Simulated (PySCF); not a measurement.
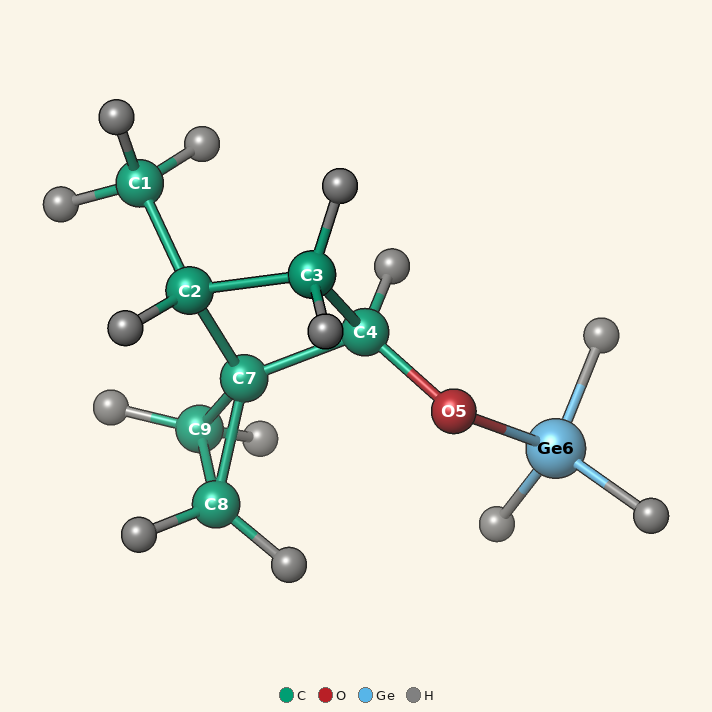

Atoms fade into the background with distance from the viewer. The geometry was computed by an optimisation with PBE0-D3(BJ)/def2-SVP. No frequency run is at hand to confirm it as a minimum.

**How is the 4-membered ring C2–C3–C4–C7 puckered?**

It is puckered (butterfly). The Cremer–Pople amplitude Q is 0.22 Å.

**Give the torsion angles round the ring, beginning with the bond from its second to its third atom.**

−17°, 17°, −17°, 17°.
